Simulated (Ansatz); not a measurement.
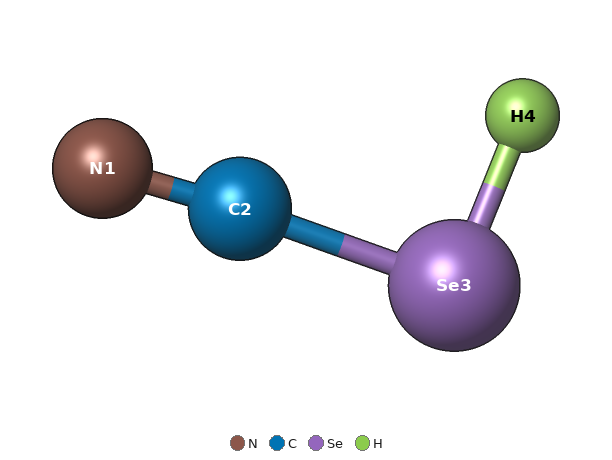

Numbered structure. Computed geometry: PBE0-D4/def2-TZVP optimisation. No frequency run is at hand to confirm it as a minimum.

Q: How are the neighbours of atom 2 arranged?

A: C2 has 2 neighbours (N1 at 1.15, Se3 at 1.83 Å); the arrangement is linear.

Q: Describe the coordination of atom 3.

A: Se3 has 2 neighbours (C2 at 1.83, H4 at 1.47 Å); the arrangement is bent.
